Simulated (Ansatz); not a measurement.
Bands of a (8,8) BN nanotube, along its axis.

Level of theory: PBE (plane waves to 420 eV, PAW; Ansatz, a quantum-chemistry and plane-wave program). Mesh 1×1×12. No spin polarisation. Periodic along z alone, with about 11 Å of vacuum beside it. An idealised model, rolled from the flat sheet. Only distortions within the start's symmetry and period were free.

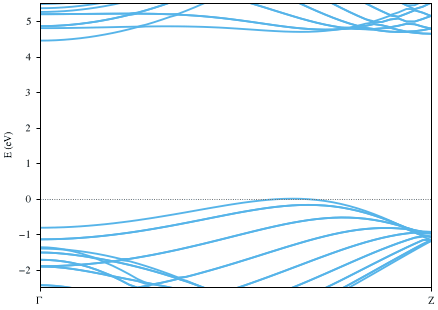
Figure: Bands from the zone centre to the zone edge (period 2.51 Å); the dotted line marks the highest filled level

Question: Is it a metal or a semiconductor at this level? Give what the bands show.

Answer: An insulator in PBE.
| Item | Result |
|---|---|
| PBE gap | 4.45 eV, indirect, from k = 0.323 × 2π/c to Γ |
